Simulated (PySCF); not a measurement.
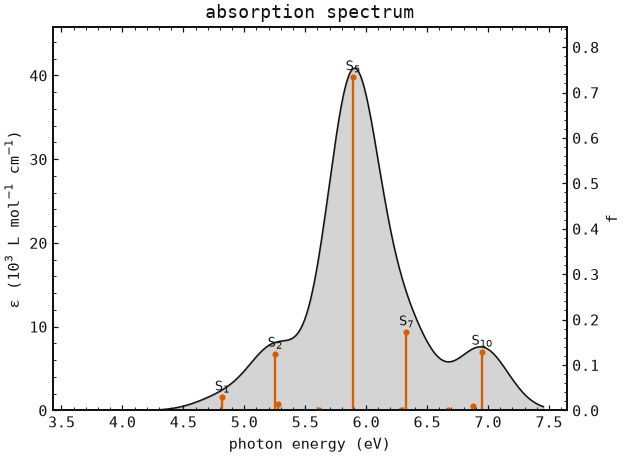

Vertical TDDFT excitations, CAM-B3LYP/def2-SVPD with PySCF, at a PBE0-D3(BJ)/def2-SVP geometry (no frequency check), gas phase. The lowest 10 singlet states are shown; each is broadened by a Gaussian of 1/e half-width 0.30 eV. Sticks give oscillator strengths (right axis).

Whose absorption spectrum is this?
A. C₂H₇F₂NSi, SMILES N[SiH](CF)CF
B. C₃H₈BNS, SMILES C=CSCBN
C. C₄H₄FNSi, SMILES N#CC1=C[C@H](F)[SiH2]1
D. C₁₀H₈O₂, SMILES C#Cc1cccc(C(=O)OC)c1

Option D. Its lowest singlet lies at 4.82 eV (f = 0.029) and the brightest of those computed is S5 at 5.89 eV (210 nm), f = 0.734, mainly HOMO−1 → LUMO (57 %).

Known limits of this run: one conformer of a flexible molecule; core orbitals are frozen in the response.
